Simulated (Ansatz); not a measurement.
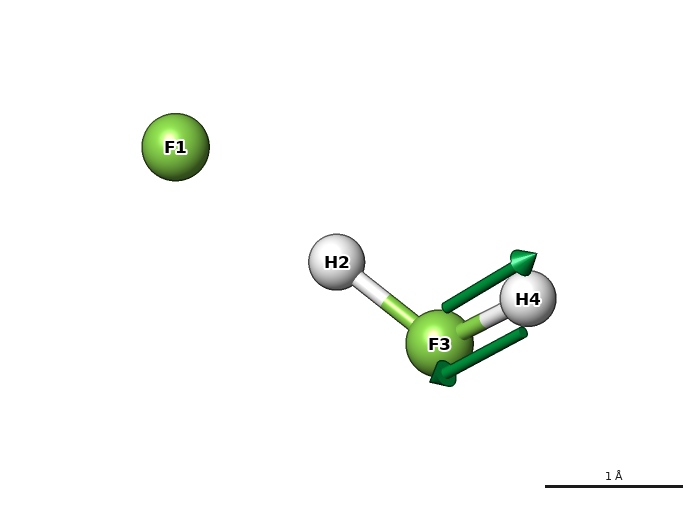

Arrows show the forces on the atoms, 10 Å of arrow for 1 eV/Å; forces under a tenth of the largest aren't drawn. The species has charge +1 and is a spin doublet. Level of theory: UHF/def2-SVP (Ansatz).

Q: Along which bond is the force strongest?

A: F3–H4, now 0.942 Å: the forces pull its atoms together, so a first step downhill shortens it.

List the force components in the frame of the picture (x right, y up, z towards the viewer), in eV/Å.

```json
{"atom": "F1", "Fx": "0.00", "Fy": "0.00", "Fz": "0.00"}
{"atom": "H2", "Fx": "0.00", "Fy": "0.00", "Fz": "0.00"}
{"atom": "F3", "Fx": "0.07", "Fy": "0.04", "Fz": "0.07"}
{"atom": "H4", "Fx": "−0.07", "Fy": "−0.04", "Fz": "−0.06"}
```
